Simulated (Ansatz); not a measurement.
Run report: AlHBrClF₂, geometry relaxation

System: AlHBrClF₂.
Method: RKS r2SCAN-D4/def2-SVP (Ansatz 0.2.0).

It belongs to a series of runs on one base structure; here: end point B relaxed. Figures and captions count atoms from 1; the log counts them from 0 in places.

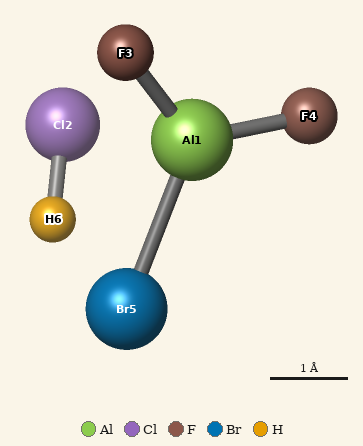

**Figure 1.** The starting structure (ball-and-stick view, seen at a tilt; atoms are numbered from 1 in the order of the input). Sticks mark near contacts. Bond lengths as drawn: Al–Br 2.36 Å, Al–F 1.65 Å and Cl–H 1.33 Å.

### Input
```yaml
crystal:
  periodic: [false, false, false]
  atoms:
    - { symbol: Al, position_ang: [0.020508, -0.531666, -0.455506] }
    - { symbol: Cl, position_ang: [0.021971, 0.098128, 2.903681] }
    - { symbol: F, position_ang: [1.438017, 0.220472, -0.821428] }
    - { symbol: F, position_ang: [-1.431574, 0.138805, -0.845558] }
    - { symbol: Br, position_ang: [0.074465, -2.732831, 0.404061] }
    - { symbol: H, position_ang: [0.054212, -1.220807, 2.701551] }
basis:
  gaussian: { orbitals: def2-SVP }
hamiltonian:
  xc: r2scan
  dispersion: d4
relax:
  f_tol: 0.03
  max_steps: 50
output:
  orbitals: {}
```

Hardware: 4 threads of Arm Neoverse V1, 24 GiB of memory available, shared host.

Launch command:
```bash
ansatz run input.yaml --threads 4 --pin off --max-ram 5120MiB --backend cpu --events-out ev --progress --plain --runs-dir out
```

### Output
```
The last accepted step is kept in [file] (removed where the run ends without a failure and the disk answers)
Engine: ansatz 0.2.0, aarch64-unknown-linux-gnu
Functional definition: r2SCAN
  parameter k0 = 0.174
  parameter k1 = 0.065
  parameter a1 = 4.9479
  exchange = r2scan_x(k0 = k0, k1 = k1, a1 = a1)
  correlation = r2scan_c
1087 factors; their error is unknown
mean field evaluation 1: about -94595.2960 eV, gradient 5.0e1 eV
mean field evaluation 2: about -94582.6284 eV, gradient 1.0e2 eV
mean field evaluation 4: about -94599.2502 eV, gradient 3.0e0 eV
mean field evaluation 8: about -94599.2726 eV, gradient 3.9e-2 eV
mean field evaluation 16: about -94599.1750 eV, gradient 1.7e-5 eV
mean field -94599.17499694 eV, -3476.4555595138 hartree, gradient 1.7e-5 eV, S^2 0.000000; 0 other end points of the search recorded, 0 dependent functions left out
the calculation of the forces begins
reference -94599.17500799 eV, -3476.4555599200 hartree; 42, 42 occupied and 59, 59 virtual orbitals, 1087 factors
relax step   1: F+E_penalty+E_count = -94599.21199761 eV  Δ(F+E_penalty+E_count) = +0.000e0 eV  max|allowed force component| = 1.297e0 eV/Å  Δτ_max = 0.0000 Å  (28 SCF iters, accepted)
these checks for a lower state are left out or cut short: starts, cluster_reference, orbital_swaps, neighbouring_geometries, increment
1087 factors; their error is unknown
mean field -94599.37548029 eV, -3476.4629271408 hartree, gradient 2.6e-5 eV, S^2 0.000000; 0 other end points of the search recorded, 0 dependent functions left out
the calculation of the forces begins
reference -94599.37549128 eV, -3476.4629275447 hartree; 42, 42 occupied and 59, 59 virtual orbitals, 1087 factors
relax step   2: F+E_penalty+E_count = -94599.41239398 eV  Δ(F+E_penalty+E_count) = -2.004e-1 eV  max|allowed force component| = 8.395e-1 eV/Å  Δτ_max = 0.1986 Å  (34 SCF iters, accepted)
these checks for a lower state are left out or cut short: starts, cluster_reference, orbital_swaps, neighbouring_geometries, increment
1087 factors; their error is unknown
mean field evaluation 32: about -94599.4577 eV, gradient 1.3e-5 eV
mean field -94599.45770183 eV, -3476.4659487267 hartree, gradient 1.3e-5 eV, S^2 0.000000; 0 other end points of the search recorded, 0 dependent functions left out
the calculation of the forces begins
reference -94599.45771278 eV, -3476.4659491291 hartree; 42, 42 occupied and 59, 59 virtual orbitals, 1087 factors
relax step   3: F+E_penalty+E_count = -94599.49449557 eV  Δ(F+E_penalty+E_count) = -8.210e-2 eV  max|allowed force component| = 1.129e0 eV/Å  Δτ_max = 0.1915 Å  (28 SCF iters, accepted)
these checks for a lower state are left out or cut short: starts, cluster_reference, orbital_swaps, neighbouring_geometries, increment
1087 factors; their error is unknown
mean field -94599.54203141 eV, -3476.4690477817 hartree, gradient 1.5e-5 eV, S^2 0.000000; 0 other end points of the search recorded, 0 dependent functions left out
the calculation of the forces begins
reference -94599.54204223 eV, -3476.4690481794 hartree; 42, 42 occupied and 59, 59 virtual orbitals, 1087 factors
relax step   4: F+E_penalty+E_count = -94599.57923150 eV  Δ(F+E_penalty+E_count) = -8.474e-2 eV  max|allowed force component| = 1.613e0 eV/Å  Δτ_max = 0.1953 Å  (29 SCF iters, accepted)
these checks for a lower state are left out or cut short: starts, cluster_reference, orbital_swaps, neighbouring_geometries, increment
1087 factors; their error is unknown
mean field -94599.60062390 eV, -3476.4712010162 hartree, gradient 8.9e-6 eV, S^2 0.000000; 0 other end points of the search recorded, 0 dependent functions left out
the calculation of the forces begins
reference -94599.60063475 eV, -3476.4712014148 hartree; 42, 42 occupied and 59, 59 virtual orbitals, 1087 factors
relax step   5: F+E_penalty+E_count = -94599.63802407 eV  Δ(F+E_penalty+E_count) = -5.879e-2 eV  max|allowed force component| = 5.944e-1 eV/Å  Δτ_max = 0.0861 Å  (28 SCF iters, accepted)
these checks for a lower state are left out or cut short: starts, cluster_reference, orbital_swaps, neighbouring_geometries, increment
1087 factors; their error is unknown
mean field -94599.61081836 eV, -3476.4715756556 hartree, gradient 6.0e-6 eV, S^2 0.000000; 0 other end points of the search recorded, 0 dependent functions left out
the calculation of the forces begins
reference -94599.61082921 eV, -3476.4715760541 hartree; 42, 42 occupied and 59, 59 virtual orbitals, 1087 factors
relax step   6: F+E_penalty+E_count = -94599.64812171 eV  Δ(F+E_penalty+E_count) = -1.010e-2 eV  max|allowed force component| = 8.162e-2 eV/Å  Δτ_max = 0.0369 Å  (28 SCF iters, accepted)
these checks for a lower state are left out or cut short: starts, cluster_reference, orbital_swaps, neighbouring_geometries, increment
1087 factors; their error is unknown
mean field -94599.61176654 eV, -3476.4716105006 hartree, gradient 5.5e-6 eV, S^2 0.000000; 0 other end points of the search recorded, 0 dependent functions left out
the calculation of the forces begins
reference -94599.61177739 eV, -3476.4716108992 hartree; 42, 42 occupied and 59, 59 virtual orbitals, 1087 factors
relax step   7: F+E_penalty+E_count = -94599.64907749 eV  Δ(F+E_penalty+E_count) = -9.558e-4 eV  max|allowed force component| = 4.295e-2 eV/Å  Δτ_max = 0.0116 Å  (27 SCF iters, accepted)
these checks for a lower state are left out or cut short: starts, cluster_reference, orbital_swaps, neighbouring_geometries, increment
1087 factors; their error is unknown
mean field evaluation 64: about -94599.6120 eV, gradient 1.9e-5 eV
mean field -94599.61204170 eV, -3476.4716206123 hartree, gradient 5.5e-6 eV, S^2 0.000000; 0 other end points of the search recorded, 0 dependent functions left out
the calculation of the forces begins
reference -94599.61205255 eV, -3476.4716210111 hartree; 42, 42 occupied and 59, 59 virtual orbitals, 1087 factors
relax step   8: F+E_penalty+E_count = -94599.64935284 eV  Δ(F+E_penalty+E_count) = -2.754e-4 eV  max|allowed force component| = 6.065e-2 eV/Å  Δτ_max = 0.0105 Å  (29 SCF iters, accepted)
these checks for a lower state are left out or cut short: starts, cluster_reference, orbital_swaps, neighbouring_geometries, increment
1087 factors; their error is unknown
mean field -94599.61218519 eV, -3476.4716258857 hartree, gradient 5.4e-6 eV, S^2 0.000000; 0 other end points of the search recorded, 0 dependent functions left out
the calculation of the forces begins
reference -94599.61219606 eV, -3476.4716262849 hartree; 42, 42 occupied and 59, 59 virtual orbitals, 1087 factors
relax step   9: F+E_penalty+E_count = -94599.64948815 eV  Δ(F+E_penalty+E_count) = -1.353e-4 eV  max|allowed force component| = 4.044e-2 eV/Å  Δτ_max = 0.0138 Å  (29 SCF iters, accepted)
these checks for a lower state are left out or cut short: starts, cluster_reference, orbital_swaps, neighbouring_geometries, increment
1087 factors; their error is unknown
mean field -94599.61223402 eV, -3476.4716276800 hartree, gradient 5.4e-6 eV, S^2 0.000000; 0 other end points of the search recorded, 0 dependent functions left out
the calculation of the forces begins
reference -94599.61224488 eV, -3476.4716280791 hartree; 42, 42 occupied and 59, 59 virtual orbitals, 1087 factors
relax step  10: F+E_penalty+E_count = -94599.64954437 eV  Δ(F+E_penalty+E_count) = -5.622e-5 eV  max|allowed force component| = 4.783e-3 eV/Å  Δτ_max = 0.0034 Å  (30 SCF iters, accepted)
1087 factors; their error is unknown
mean field evaluation 96: about -94599.6122 eV, gradient 1.4e-3 eV
```

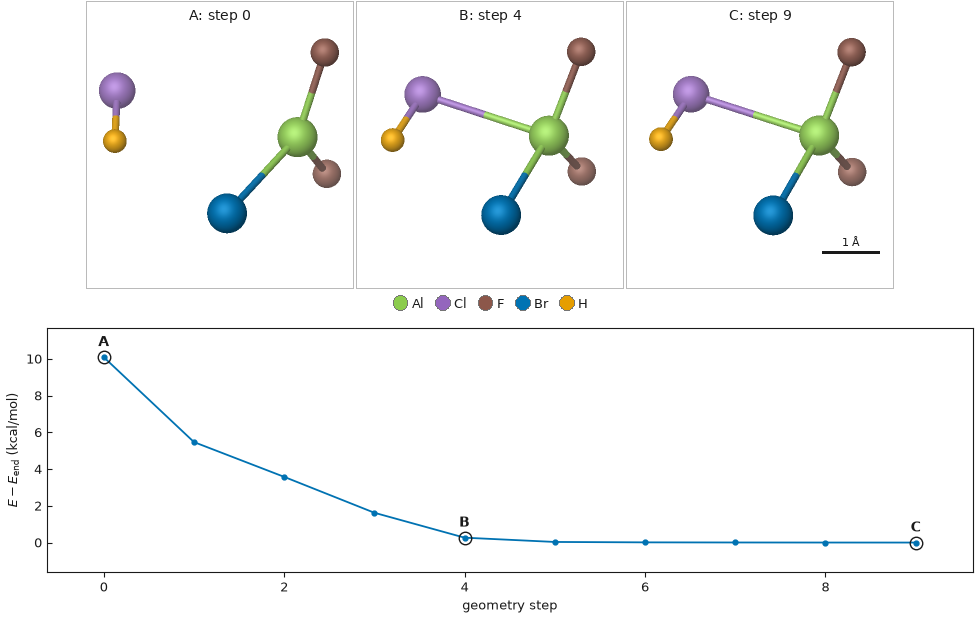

**Figure 2.** Frames of the relaxation (ball-and-stick view, seen at a tilt) above the curves, on which the letters mark them (the first geometry is step 0 here and step 1 in the log).

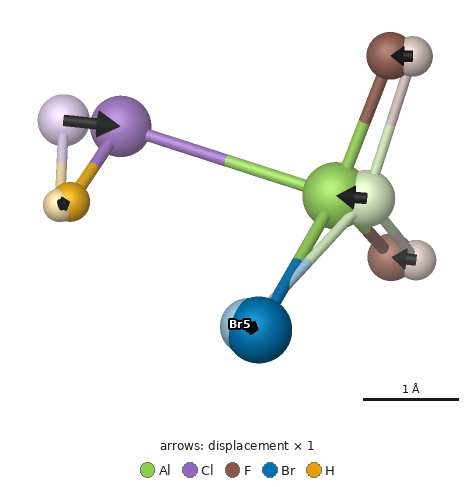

**Figure 3.** Start (faint) and end (solid) with the displacements as black arrows, at true length (ball-and-stick view, seen at a tilt). The two geometries are laid on each other by the best rigid fit. The largest move after the best rigid fit is that of Cl2, 0.61 Å. By element the largest moves are Cl 0.61 Å, Al 0.33 Å, F 0.26 Å, Br 0.13 Å, H 0.12 Å. Among the contacts that change: Al1–Cl2 3.418 → 2.519 Å, Al1–Br5 2.364 → 2.262 Å, Cl2–H6 1.335 → 1.301 Å, Al1–F3 1.646 → 1.657 Å. New bonds form: Al1–Cl2 (3.42 → 2.52 Å). Among the angles that change: F3–Al1–F4 121.4° → 118.7°. Over 9 geometry steps the energy falls by 10.1 kcal/mol. Largest force component: 1.3 eV/Å at the start, 0.0048 eV/Å at the end. (Atoms are counted from 1 in the order of the input.)

```
mean field -94599.61223402 eV, -3476.4716276800 hartree, gradient 5.3e-6 eV, S^2 0.000000; 1 other end points of the search recorded, 0 dependent functions left out
the calculation of the forces begins
reference -94599.61224488 eV, -3476.4716280791 hartree; 42, 42 occupied and 59, 59 virtual orbitals, 1087 factors
Total energy: -94599.64955523 eV, -3476.4729992091 hartree
Atom 0 at     0.025302    -0.550425    -0.129607 Å, force    -0.000121    -0.000843     0.004783 eV/Å
Atom 1 at     0.012032     0.119114     2.298509 Å, force    -0.000041     0.001530    -0.001228 eV/Å
Atom 2 at     1.431115     0.196614    -0.587569 Å, force     0.002160     0.001446    -0.001240 eV/Å
Atom 3 at    -1.417759     0.124622    -0.583465 Å, force    -0.002004     0.001147    -0.001085 eV/Å
Atom 4 at     0.082120    -2.773306     0.283797 Å, force     0.000025    -0.002757    -0.001053 eV/Å
Atom 5 at     0.044788    -1.144518     2.605135 Å, force    -0.000020    -0.000522    -0.000178 eV/Å
Dipole moment:     0.003117    -0.077361     0.743325 e Å
```

### Trajectory as extended XYZ (Å, eV, eV/Å), 10 frames, from step=1 to step=10
```
6
Properties=species:S:1:pos:R:3:forces:R:3 step=1 energy=-94599.21200
Al    0.0205   -0.5317   -0.4555    0.0239  -1.2480   0.8707
Cl    0.0220    0.0981    2.9037    0.0225  -1.1067  -0.5211
F     1.4380    0.2205   -0.8214    0.0267   0.0094  -0.0127
F    -1.4316    0.1388   -0.8456   -0.0171   0.0057  -0.0054
Br    0.0745   -2.7328    0.4041   -0.0312   1.2973  -0.5261
H     0.0542   -1.2208    2.7016   -0.0248   1.0423   0.1946
6
Properties=species:S:1:pos:R:3:forces:R:3 step=2 energy=-94599.41239
Al    0.0199   -0.5077   -0.3169    0.0103  -0.1316   0.1680
Cl    0.0200    0.0707    2.7070    0.0152  -0.7648  -0.3669
F     1.4368    0.1906   -0.8002   -0.0533   0.0912   0.1203
F    -1.4271    0.1095   -0.8211    0.0470   0.0979   0.1281
Br    0.0725   -2.6356    0.4032    0.0032  -0.1322  -0.0405
H     0.0555   -1.2554    2.7147   -0.0224   0.8395  -0.0090
6
Properties=species:S:1:pos:R:3:forces:R:3 step=3 energy=-94599.49450
Al    0.0225   -0.5552   -0.2899   -0.0188   0.6429   0.3001
Cl    0.0164    0.0927    2.5169    0.0256  -1.0350  -0.1412
F     1.4352    0.2083   -0.7015   -0.1479  -0.0732   0.0222
F    -1.4255    0.1296   -0.7176    0.1582  -0.0634   0.0335
Br    0.0742   -2.6720    0.3731    0.0162  -0.6003  -0.0297
H     0.0548   -1.2312    2.7058   -0.0332   1.1290  -0.1849
6
Properties=species:S:1:pos:R:3:forces:R:3 step=4 energy=-94599.57923
Al    0.0252   -0.5770   -0.1281   -0.0308   0.8438  -0.1790
Cl    0.0090    0.1741    2.3395    0.0485  -1.6130   0.0790
F     1.4295    0.1867   -0.5870   -0.1423  -0.1102   0.0785
F    -1.4159    0.1137   -0.5899    0.1569  -0.1037   0.0844
Br    0.0792   -2.7666    0.2473    0.0141  -0.4748   0.1799
H     0.0507   -1.1588    2.6051   -0.0464   1.4579  -0.2429
6
Properties=species:S:1:pos:R:3:forces:R:3 step=5 energy=-94599.63802
Al    0.0254   -0.5557   -0.1257   -0.0062   0.2599  -0.0424
Cl    0.0088    0.1209    2.2719    0.0195  -0.5621   0.2403
F     1.4293    0.2079   -0.5778   -0.0844  -0.1084  -0.0093
F    -1.4158    0.1374   -0.5738    0.0874  -0.1032  -0.0126
Br    0.0814   -2.7698    0.3209    0.0027  -0.0806  -0.0376
H     0.0484   -1.1685    2.5713   -0.0190   0.5944  -0.1384
6
Properties=species:S:1:pos:R:3:forces:R:3 step=6 energy=-94599.64812
Al    0.0247   -0.5396   -0.1194    0.0022  -0.0312  -0.0816
Cl    0.0098    0.1113    2.3075    0.0008   0.0091  -0.0046
F     1.4295    0.1988   -0.6016   -0.0477  -0.0256   0.0554
F    -1.4159    0.1279   -0.5990    0.0470  -0.0227   0.0541
Br    0.0813   -2.7671    0.3075   -0.0012   0.0560  -0.0124
H     0.0483   -1.1592    2.5918   -0.0011   0.0145  -0.0109
6
Properties=species:S:1:pos:R:3:forces:R:3 step=7 energy=-94599.64908
Al    0.0250   -0.5486   -0.1248    0.0009   0.0387  -0.0316
Cl    0.0105    0.1179    2.3033    0.0010  -0.0100  -0.0142
F     1.4299    0.1999   -0.5906   -0.0423  -0.0406   0.0251
F    -1.4164    0.1287   -0.5874    0.0421  -0.0377   0.0239
Br    0.0817   -2.7735    0.3007   -0.0010   0.0430  -0.0129
H     0.0470   -1.1523    2.5857   -0.0006   0.0066   0.0098
6
Properties=species:S:1:pos:R:3:forces:R:3 step=8 energy=-94599.64935
Al    0.0252   -0.5507   -0.1265    0.0002   0.0607  -0.0328
Cl    0.0109    0.1182    2.3006    0.0008  -0.0072  -0.0052
F     1.4299    0.1989   -0.5896   -0.0327  -0.0316   0.0192
F    -1.4164    0.1275   -0.5859    0.0322  -0.0292   0.0179
Br    0.0818   -2.7730    0.2927    0.0001   0.0006  -0.0042
H     0.0462   -1.1487    2.5955   -0.0005   0.0068   0.0051
6
Properties=species:S:1:pos:R:3:forces:R:3 step=9 energy=-94599.64949
Al    0.0253   -0.5524   -0.1293   -0.0001   0.0404  -0.0178
Cl    0.0113    0.1185    2.2984    0.0002   0.0043  -0.0021
F     1.4298    0.1981   -0.5888   -0.0132  -0.0167   0.0100
F    -1.4164    0.1265   -0.5849    0.0128  -0.0156   0.0093
Br    0.0820   -2.7745    0.2831    0.0003  -0.0090   0.0001
H     0.0456   -1.1441    2.6085   -0.0001  -0.0035   0.0004
6
Properties=species:S:1:pos:R:3:forces:R:3 step=10 energy=-94599.64954
Al    0.0253   -0.5504   -0.1296   -0.0001  -0.0008   0.0048
Cl    0.0120    0.1191    2.2985    0.0000   0.0015  -0.0012
F     1.4311    0.1966   -0.5876    0.0022   0.0014  -0.0012
F    -1.4178    0.1246   -0.5835   -0.0020   0.0011  -0.0011
Br    0.0821   -2.7733    0.2838    0.0000  -0.0028  -0.0011
H     0.0448   -1.1445    2.6051    0.0000  -0.0005  -0.0002
```

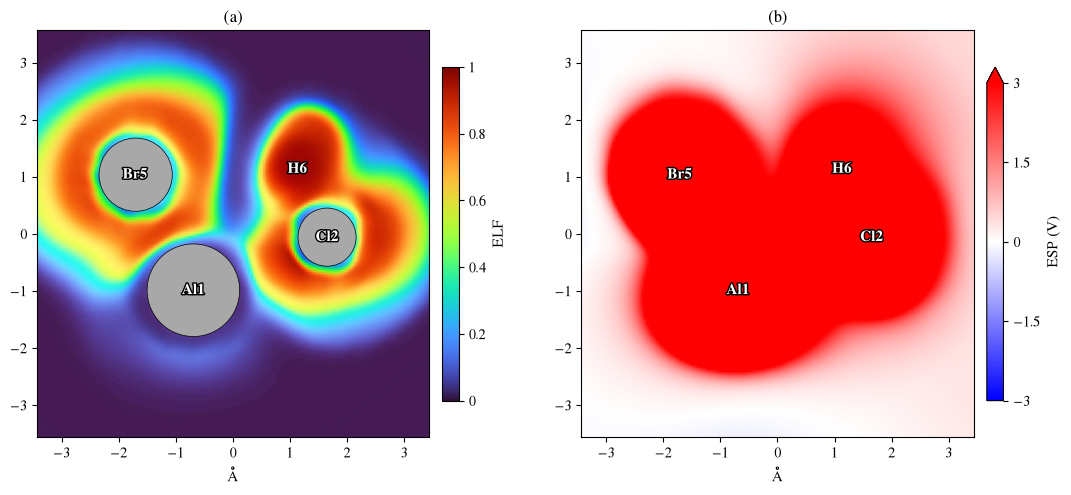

**Figure 4.** (a) ELF; (b) electrostatic potential on the plane of atoms Cl2, Al1 and Br5. Grey discs, where drawn, cover atomic cores. The section cuts through Al, Cl, Br and H sites. Al–Br (2.26 Å): the ELF peaks at about 0.90 in the valence shell of Br, 1.1 Å from its nucleus, and is about 0.85 at the midpoint. Cl–H (1.30 Å): the ELF climbs to about 1 towards the hydrogen, as it does in any bond to H.

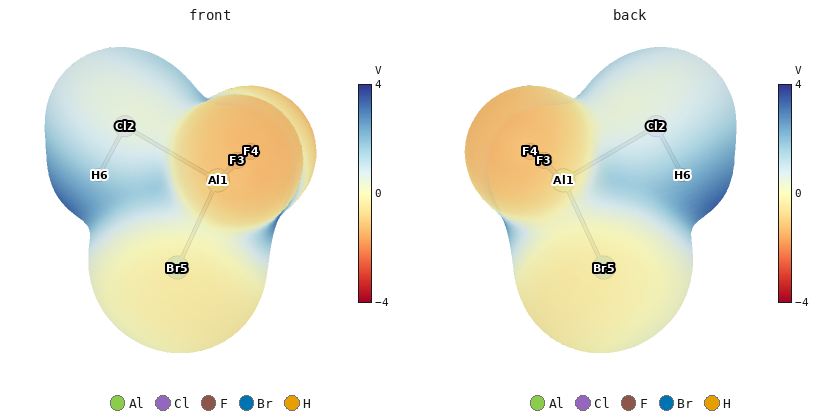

**Figure 5.** The molecular electrostatic potential painted on the density surface at 0.002 e/bohr³, seen face on and from behind; the colour scale runs from red (negative) to blue (positive).

### Results in brief

```json
{"quantity": "outcome", "value": "converged"}
{"quantity": "total energy", "value": "−94599.6496 eV"}
{"quantity": "mean-field energy", "value": "−94599.6122 eV"}
{"quantity": "largest force (length of the vector) at the end", "value": "0.005 eV/Å"}
{"quantity": "wall time", "value": "27 s (CPU time 1.7 min)"}
{"quantity": "peak memory", "value": "0.18 GiB"}
```
